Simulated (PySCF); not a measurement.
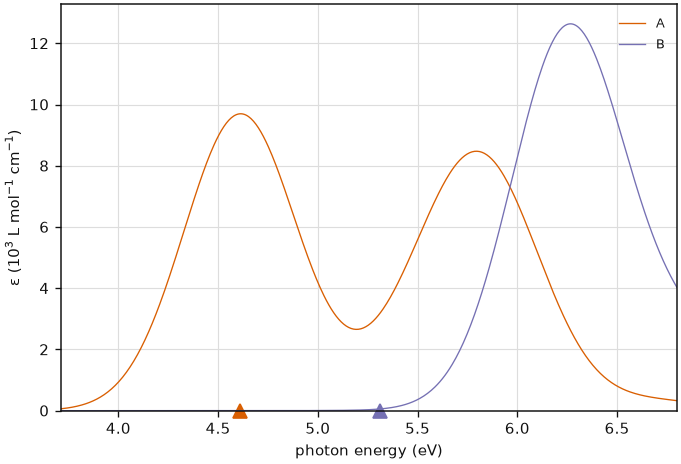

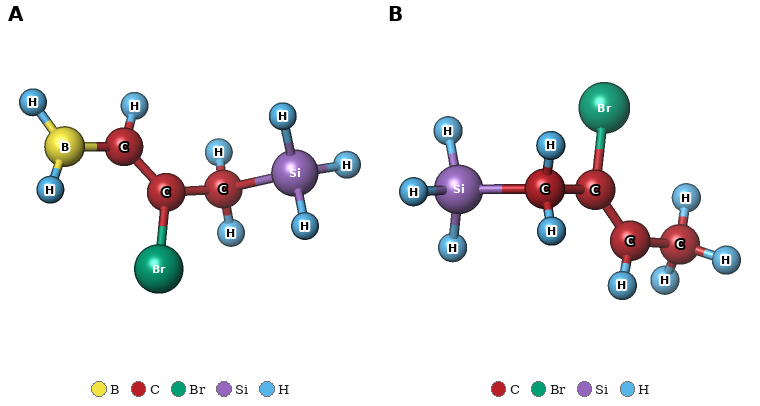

Related molecules: A is C₃H₈BBrSi, SMILES B/C=C(\Br)C[SiH3]; B is C₄H₉BrSi, SMILES C/C=C(\Br)C[SiH3]. Vertical TDDFT absorption, PBE0/def2-SVPD, PySCF, at a GFN2-xTB geometry (no frequency check); Gaussians of 1/e half-width 0.40 eV, triangles mark S1, and the range ends where the computed states of one molecule run out.

Question: How does the lowest singlet move?

Answer: A: 4.61 eV (f = 0.239, mainly HOMO → LUMO (95 %)); B: 5.31 eV (f = 0.000, mainly HOMO → LUMO (95 %)). From A to B it shifts 0.70 eV to the blue, but one of these states is bright and the other nearly dark, so it isn't one band that moves.

Question: And the brightest state of each within the range drawn?

Answer: A: S1 at 4.61 eV, f = 0.24; B: S3 at 6.26 eV, f = 0.29.

Caveats, for all or some of the runs: core orbitals are frozen in the response; one conformer of a flexible molecule; spin-orbit coupling is left out, and with Br it can shift these levels and split any degenerate set; states above the negative HOMO energy depend on the basis; the tight-binding geometry is rougher than a DFT one and adds to the error.
